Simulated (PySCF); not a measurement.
Cd⁺: atomic calculation

- system: Cd⁺, configuration 1s2 2s2 2p6 3s2 3p6 3d10 4s2 4p6 4d10 5s1, multiplicity 2.
- method: unrestricted HF, STO-3G, non-relativistic, point nucleus (PySCF)

## Outcome

- outcome: converged
- total energy: −5411.4210 hartree
- kinetic energy: 5409.5441 hartree
- −E/T (1 by the virial theorem at the basis-set limit): 1.0003
- ⟨S²⟩: 0.750
- SCF iterations: 1
- hardware: 1 thread of Arm Neoverse V2, 23 GiB of memory available, shared host

## What is odd here

One thing in this input was made odd on purpose: minimal basis. The program ran to the end. Its numbers are those of this setting; this run alone doesn't show how far the oddity moves them. Relativity is left out, which matters for an atom this heavy.

## Input file
```python
from pyscf import gto, scf, dft, mp, cc
import basis_set_exchange as bse
mol = gto.M(atom="Cd 0 0 0", charge=1, spin=1, symmetry="D2h",
            basis=gto.basis.parse(bse.get_basis("STO-3G", elements=["Cd"], fmt="nwchem", header=False)))
mf = scf.UHF(mol)
mf.irrep_nelec = {'Ag': (9, 8), 'B1g': (2, 2), 'B2g': (2, 2), 'B3g': (2, 2), 'B1u': (3, 3), 'B2u': (3, 3), 'B3u': (3, 3)}
mf.kernel()
```

The script is an equivalent of what the driver set up; the driver started from orbitals of its own, so the log can be shorter than this script's would be, and it computed the properties (radii, ⟨L²⟩, response) afterwards. It held the occupations shell by shell, which the script's counts by irreducible representation don't always enforce.

Launched within a batch (the task file carries these settings):
```bash
OMP_NUM_THREADS=1 python <driver script> TASK.json OUT
```

## Output (extracts)
```
damping factor = 0
level_shift factor = 0
DIIS = <class 'pyscf.scf.diis.CDIIS'>
diis_start_cycle = 1
diis_space = 10
diis_damp = 0
SCF conv_tol = 1e-09
SCF conv_tol_grad = None
number electrons alpha = 24  beta = 23
cycle= 1 E= -5411.42102292044  delta_E= -3.64e-11  |g|= 1.67e-06  |ddm|= 6.37e-06
converged SCF energy = -5411.42102292044  <S^2> = 0.75004774  2S+1 = 2.0000477
```

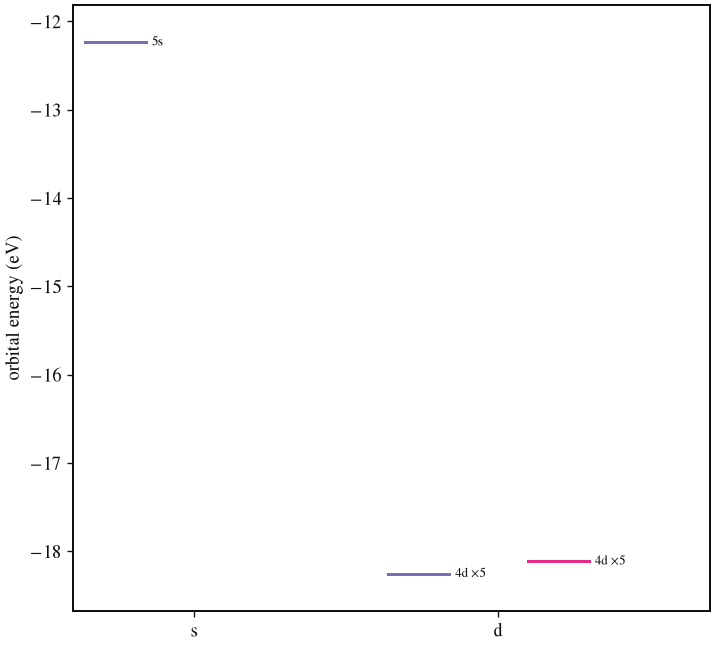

*Orbital energies of the mean field, from the top down to −18.3 eV, by angular momentum, α spin at the left of each column and β at the right; ×n counts the orbitals under one label.*

The highest filled orbital is 5s α at −12.2 eV, the lowest empty one s β at −3.02 eV.

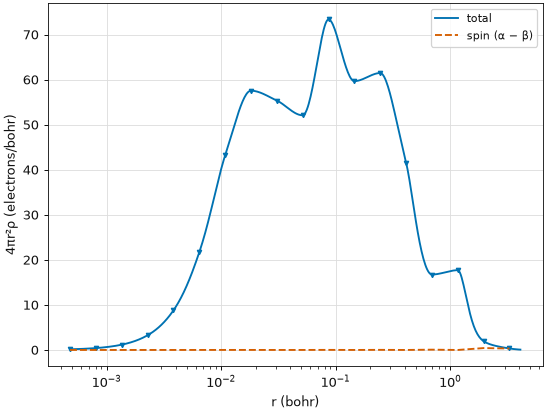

*Spherically averaged radial density 4πr²ρ of the mean field and its spin part; markers are the stored points, which are sparse, and the line is a monotone interpolation between them.*

The largest stored value is 73.4 electrons/bohr at r = 0.087 bohr. Root-mean-square radii of the shells: 3p 0.384, 3s 0.391, 4s 1.01, 4p 1.05, 4d 1.22, 5s 2.79 bohr.
